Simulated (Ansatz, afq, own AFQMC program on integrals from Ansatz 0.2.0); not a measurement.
# NH− (doublet): quantum Monte Carlo beside coupled cluster at distance N1–H2 = 1.037 Å, 6-31++G**, part 2 of 2

Ansatz 0.2.0, Gaussian basis, and an in-house AFQMC program (afq) on its integrals; all values are calculated; 6-31++G**, frozen cores. The steps go on from the part before.

## 14. Phaseless AFQMC, CISD trial on UHF

It reads the integrals that the CCSD(T) run on this determinant wrote.

On the command line:

```bash
$ afq ham --method phaseless --trial cisd --walkers 4000 --populations 20 --least-time 60 --time-step 0.005 --steps-per-block 50 --equilibration-blocks 28 --max-blocks 4000 --target-error 0.00016 --factor-cut 1e-05 --start spin_pure --seed 7885 --release-times 0.24,0.51,0.99,1.62,2.4 --release-step 0.03 --release-every 3 --taylor-order 6
```

The log of the run:

```text
orbitals 24  electrons 4 3  factors 159 of 241
reference energy -54.90922236 Eh
CCSD correlation -0.17184028 Eh in 12 cycles, weight of the determinant in the CISD state 0.9220
energy of the start -55.080347 Eh
 block  time / (1/Eh)  mean weight  energy / Eh
     1     0.250  1.0002  -55.079955
     2     0.500  1.0000  -55.081495
     3     0.750  0.9998  -55.082897
     4     1.000  0.9998  -55.084126
     5     1.250  1.0000  -55.085331
     6     1.500  0.9999  -55.085182
     7     1.750  0.9999  -55.085285
     8     2.000  1.0001  -55.085083
     9     2.250  1.0001  -55.085329
    10     2.500  1.0000  -55.085758
    11     2.750  0.9999  -55.085761
    12     3.000  1.0003  -55.085634
    13     3.250  0.9998  -55.085843
    14     3.500  1.0004  -55.087834
    15     3.750  0.9998  -55.085672
    16     4.000  1.0002  -55.086572
    17     4.250  0.9999  -55.085804
    18     4.500  0.9998  -55.085879
    19     4.750  0.9998  -55.085822
    20     5.000  1.0002  -55.086158
    21     5.250  1.0001  -55.086326
    22     5.500  1.0000  -55.086261
    23     5.750  1.0002  -55.086804
    24     6.000  1.0001  -55.086369
    25     6.250  0.9999  -55.086862
    26     6.500  0.9999  -55.086607
    27     6.750  1.0001  -55.086565
    28     7.000  1.0000  -55.087285
    29     7.250  0.9999  -55.086783
    30     7.500  1.0000  -55.087276
    31     7.750  0.9996  -55.086321
    32     8.000  1.0001  -55.086287
    33     8.250  0.9999  -55.085981
    34     8.500  1.0000  -55.086228
    35     8.750  0.9997  -55.086217
    36     9.000  1.0005  -55.087702
    37     9.250  0.9999  -55.087266
    38     9.500  0.9998  -55.087041
    39     9.750  0.9999  -55.086069
    40    10.000  1.0000  -55.085730
    41    10.250  0.9998  -55.086685
    42    10.500  1.0000  -55.086897
    43    10.750  1.0000  -55.085756
    44    11.000  1.0001  -55.085904
    45    11.250  1.0003  -55.086005
    46    11.500  0.9999  -55.086498
    47    11.750  0.9998  -55.086167
    48    12.000  0.9998  -55.086723
    49    12.250  0.9999  -55.086711
    50    12.500  1.0000  -55.086107
    51    12.750  1.0002  -55.085804
    52    13.000  0.9999  -55.085923
    53    13.250  1.0002  -55.086018
    54    13.500  1.0002  -55.086601
    55    13.750  1.0001  -55.086544
    56    14.000  0.9996  -55.086732
    57    14.250  1.0000  -55.086423
    58    14.500  1.0000  -55.086183
    59    14.750  0.9998  -55.086026
    60    15.000  1.0000  -55.086350
    61    15.250  0.9998  -55.086363
    62    15.500  0.9998  -55.085829
    63    15.750  1.0002  -55.086521
    64    16.000  0.9997  -55.086045
    65    16.250  1.0000  -55.085366
    66    16.500  1.0001  -55.085836
    67    16.750  0.9997  -55.085724
    68    17.000  1.0005  -55.085658
    69    17.250  0.9999  -55.085922
    70    17.500  0.9999  -55.085973
    71    17.750  0.9994  -55.086799
    72    18.000  1.0000  -55.087304
    73    18.250  1.0001  -55.087246
    74    18.500  0.9998  -55.086577
    75    18.750  1.0001  -55.085814
    76    19.000  0.9999  -55.085893
    77    19.250  1.0000  -55.086588
    78    19.500  1.0000  -55.086203
error from the spread of 20 populations
released: time / (1/Eh)  energy / Eh  error  mean overlap
  0.24  -55.086360  0.000078  0.9999
  0.51  -55.086360  0.000088  0.9997
  0.99  -55.086513  0.000082  0.9981
  1.62  -55.086551  0.000085  0.9967
  2.40  -55.086637  0.000108  0.9929
energy -55.086332 +/- 0.000125 Eh
```

Run time: 22 s. Hardware: 1 × NVIDIA H100 80GB HBM3 with 2 threads of AMD EPYC 7R13 (Zen 3), shared host.

Energy -1498.9755 ± 0.0034 eV. Caveats: constraint bias not in the error.

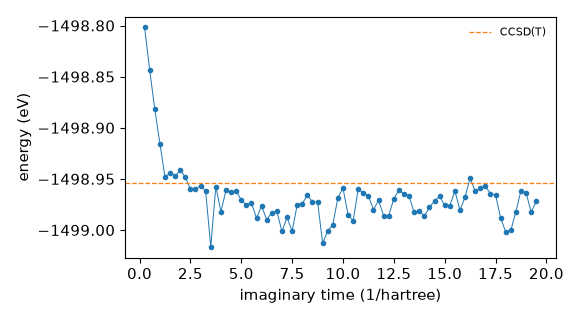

Block energies along the walk.

## 15. Phaseless AFQMC, single-determinant trial on UHF

It reads the integrals that the CCSD(T) run on this determinant wrote.

On the command line:

```bash
$ afq ham --method phaseless --trial hf --walkers 4000 --populations 20 --least-time 40 --time-step 0.005 --steps-per-block 20 --equilibration-blocks 112 --max-blocks 4000 --target-error 0.0008 --factor-cut 1e-05 --start spin_pure --seed 3138 --taylor-order 6
```

The log of the run:

```text
orbitals 24  electrons 4 3  factors 159 of 241
reference energy -54.90922236 Eh
CCSD correlation -0.17184028 Eh in 12 cycles, weight of the determinant in the CISD state 0.9220
energy of the start -54.909947 Eh
 block  time / (1/Eh)  mean weight  energy / Eh
     1     0.100  1.0006  -54.955346
     2     0.200  1.0013  -54.987863
     3     0.300  1.0011  -55.009426
     4     0.400  1.0013  -55.027180
     5     0.500  1.0013  -55.038614
     6     0.600  1.0006  -55.045713
     7     0.700  1.0010  -55.053108
     8     0.800  1.0006  -55.058279
     9     0.900  1.0003  -55.063228
    10     1.000  1.0002  -55.067311
    15     1.500  1.0002  -55.074226
    22     2.200  1.0000  -55.077614
    29     2.900  1.0000  -55.082131
    36     3.600  1.0002  -55.083095
    43     4.300  1.0003  -55.088432
    50     5.000  1.0003  -55.090945
    57     5.700  0.9996  -55.080509
    64     6.400  1.0000  -55.082791
    71     7.100  0.9999  -55.081330
    78     7.800  0.9999  -55.079599
    85     8.500  1.0000  -55.080297
    92     9.200  1.0003  -55.091934
    99     9.900  1.0001  -55.086883
   106    10.600  1.0001  -55.092325
   113    11.300  1.0002  -55.087537
   120    12.000  1.0000  -55.086020
   127    12.700  1.0000  -55.082874
   134    13.400  0.9998  -55.088547
   141    14.100  0.9995  -55.093216
   148    14.800  1.0000  -55.096836
   155    15.500  0.9996  -55.092299
   162    16.200  1.0001  -55.091984
   169    16.900  1.0001  -55.093635
   176    17.600  0.9999  -55.084834
   183    18.300  0.9997  -55.080401
   190    19.000  0.9999  -55.084484
   197    19.700  1.0004  -55.086080
   204    20.400  1.0003  -55.087024
   211    21.100  0.9999  -55.088066
   218    21.800  1.0002  -55.090582
   225    22.500  0.9999  -55.087593
   232    23.200  0.9998  -55.091550
   239    23.900  0.9998  -55.083591
   246    24.600  1.0000  -55.087925
   253    25.300  1.0001  -55.084181
   260    26.000  1.0002  -55.089286
   267    26.700  0.9999  -55.097356
   274    27.400  1.0000  -55.087628
   281    28.100  1.0000  -55.089390
   288    28.800  0.9997  -55.077204
   295    29.500  1.0001  -55.080187
   302    30.200  1.0004  -55.092786
   309    30.900  1.0002  -55.093157
error from the spread of 20 populations
energy -55.087666 +/- 0.000738 Eh
```

Wall time 23 s (1 × NVIDIA H100 80GB HBM3 with 2 threads of AMD EPYC 7R13 (Zen 3), shared host).

Energy -1499.0118 ± 0.0201 eV. Caveats: constraint bias not in the error.

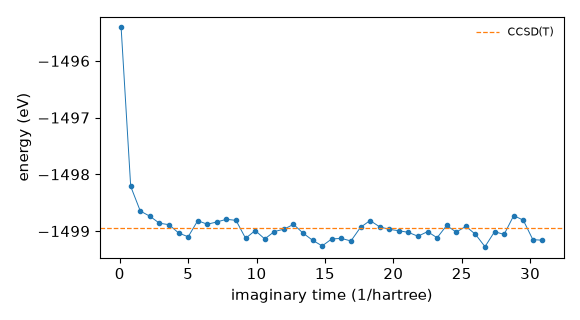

Block energies along the walk.

## 16. Free-projection AFQMC, CISD trial on UHF

It reads the integrals that the CCSD(T) run on this determinant wrote.

On the command line:

```bash
$ afq ham --method free --trial cisd --walkers 4000 --time-step 0.03 --max-blocks 4000 --target-error 0.00032 --factor-cut 1e-05 --seed 7648 --times 0,0.3,0.6,1.2,1.8,2.4,3.6,4.8,6 --taylor-order 8
```

The log of the run:

```text
orbitals 24  electrons 4 3  factors 159 of 241
reference energy -54.90922236 Eh
CCSD correlation -0.17184028 Eh in 12 cycles, weight of the determinant in the CISD state 0.9220
repeat  energy at the last time / Eh  error
    10  -55.086538  0.000126
    20  -55.086801  0.000098
    30  -55.086647  0.000104
time / (1/Eh)  energy / Eh  error  mean overlap
  0.00  -55.081145  0.000024  1.0851
  0.30  -55.084365  0.000032  1.0852
  0.60  -55.085378  0.000029  1.0858
  1.20  -55.086076  0.000041  1.0884
  1.80  -55.086376  0.000051  1.0889
  2.40  -55.086485  0.000043  1.0883
  3.60  -55.086579  0.000069  1.0886
  4.80  -55.086613  0.000095  1.0965
  6.00  -55.086636  0.000101  1.1010
energy -55.086636 +/- 0.000101 Eh
```

Wall time 15 s (1 × NVIDIA H100 80GB HBM3 with 2 threads of AMD EPYC 7R13 (Zen 3), shared host).

Energy -1498.9837 ± 0.0028 eV. Caveats: remainder of the start not in the error.

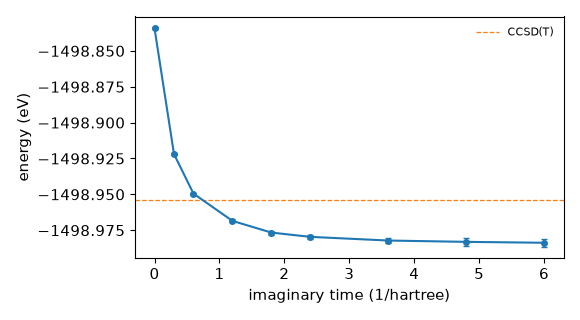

Energy against projection time, with error bars.

## 17. Phaseless AFQMC, CID trial on UHF (settings varied)

It reads the integrals that the CCSD(T) run on this determinant wrote.

On the command line:

```bash
$ afq ham --method phaseless --trial cid --walkers 80 --populations 1 --least-time 40 --time-step 0.0025 --steps-per-block 25 --equilibration-blocks 160 --max-blocks 12 --target-error 0.00064 --factor-cut 1e-05 --start spin_pure --seed 8630 --taylor-order 8
```

The log of the run:

```text
orbitals 24  electrons 4 3  factors 159 of 241
reference energy -54.90922236 Eh
CCSD correlation -0.17184028 Eh in 12 cycles, weight of the determinant in the CISD state 0.9220
energy of the start -55.083089 Eh
 block  time / (1/Eh)  mean weight  energy / Eh
     1     0.062  0.9998  -55.082051
     2     0.125  0.9997  -55.081693
     3     0.188  0.9995  -55.081481
     4     0.250  0.9996  -55.081229
     5     0.312  0.9996  -55.081441
     6     0.375  0.9998  -55.082166
     7     0.438  0.9993  -55.083973
     8     0.500  0.9994  -55.084127
     9     0.562  0.9997  -55.084180
    10     0.625  1.0009  -55.084354
    13     0.812  1.0011  -55.082850
    17     1.062  0.9999  -55.084551
    21     1.312  0.9999  -55.084345
    25     1.562  1.0006  -55.090488
    29     1.812  0.9997  -55.086367
    33     2.062  1.0006  -55.084710
    37     2.312  0.9999  -55.084740
    41     2.562  1.0001  -55.082187
    45     2.812  0.9996  -55.086486
    49     3.062  1.0008  -55.089614
    53     3.312  1.0009  -55.085153
    57     3.563  1.0001  -55.086703
    61     3.812  1.0013  -55.084893
    65     4.062  1.0011  -55.084319
    69     4.312  1.0006  -55.088602
    73     4.562  1.0015  -55.086048
    77     4.812  1.0005  -55.087529
    81     5.062  0.9998  -55.089123
    85     5.312  1.0006  -55.089238
    89     5.562  0.9988  -55.088312
    93     5.812  0.9996  -55.086144
    97     6.062  1.0010  -55.094746
   101     6.312  1.0005  -55.087755
   105     6.562  0.9993  -55.089039
   109     6.813  1.0011  -55.084754
   113     7.063  0.9997  -55.093888
   117     7.312  1.0003  -55.086613
   121     7.562  0.9990  -55.087262
   125     7.812  0.9997  -55.083786
   129     8.062  0.9998  -55.085081
   133     8.312  0.9997  -55.085311
   137     8.562  1.0003  -55.084410
   141     8.812  1.0014  -55.083793
   145     9.062  0.9993  -55.091261
   149     9.312  1.0003  -55.090206
   153     9.562  0.9997  -55.084124
   157     9.812  1.0004  -55.086622
   161    10.062  1.0002  -55.085158
   165    10.312  0.9995  -55.085716
   169    10.562  1.0010  -55.085573
no energy: too few blocks
```

Wall time 19 s (1 × NVIDIA H100 80GB HBM3 with 2 threads of AMD EPYC 7R13 (Zen 3), shared host).

No energy. The run doesn't count as converged.

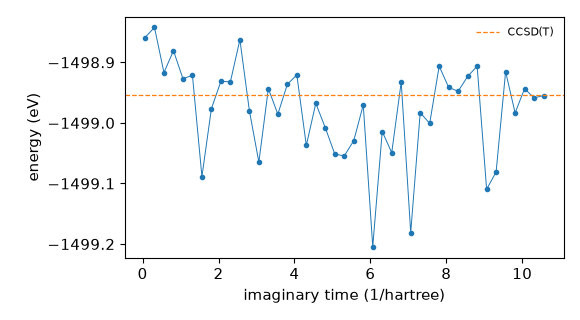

Block energies along the walk.

## 18. All levels side by side

The full CI on restricted orbitals is not used as the yardstick for these unrestricted rows.

On the UHF determinant, counted from CCSDTQ (a yardstick, not exact):

```
                                                              level  energy (eV)  from CCSDTQ (kcal/mol)  statistical error (kcal/mol)  time
                                                                 HF   -1494.1561                 +111.34                                    
                                                                MP2   -1498.4280                  +12.83                                    
                                                               CCSD   -1498.8321                   +3.51                                    
                                                            CCSD(T)   -1498.9540                   +0.70                                    
                                                           CCSDT(Q)   -1498.9857                   -0.03                                    
                                                             CCSDTQ   -1498.9843                    0.00                                    
              Phaseless AFQMC, CISD trial, step 0.005, 4000 walkers   -1498.9755                   +0.20                          0.08  22 s
Phaseless AFQMC, single-determinant trial, step 0.005, 4000 walkers   -1499.0118                   -0.63                          0.46  23 s
         Free-projection AFQMC, CISD trial, step 0.03, 4000 walkers   -1498.9837                   +0.01                          0.06  15 s
```

The functionals' totals stand on their own zeros and serve differences with other points: PBE -1501.254 eV; r2SCAN -1502.153 eV; PBE0 -1501.195 eV; B3LYP -1503.210 eV; wB97M-V -1502.425 eV; B2PLYP -1501.526 eV.

## 19. Outcome

What follows sums up all 2 parts.

```
                                                    quantity                  value
                                  CCSD(T) on UHF from CCSDTQ         +0.70 kcal/mol
              Phaseless AFQMC, CISD trial on UHF from CCSDTQ  +0.20 ± 0.08 kcal/mol
Phaseless AFQMC, single-determinant trial on UHF from CCSDTQ  -0.63 ± 0.46 kcal/mol
        Free-projection AFQMC, CISD trial on UHF from CCSDTQ  +0.01 ± 0.06 kcal/mol
```

What this shows: On UHF the phaseless walk with the CISD trial lies +0.20 kcal/mol from CCSDTQ, within three error bars. Free projection has no constraint; at the last time it gives +0.01 ± 0.06 kcal/mol, and from a start that isn't spin pure other spins can mix in. Error bars are statistical and leave out the constraint, the time step and what remains of the start.
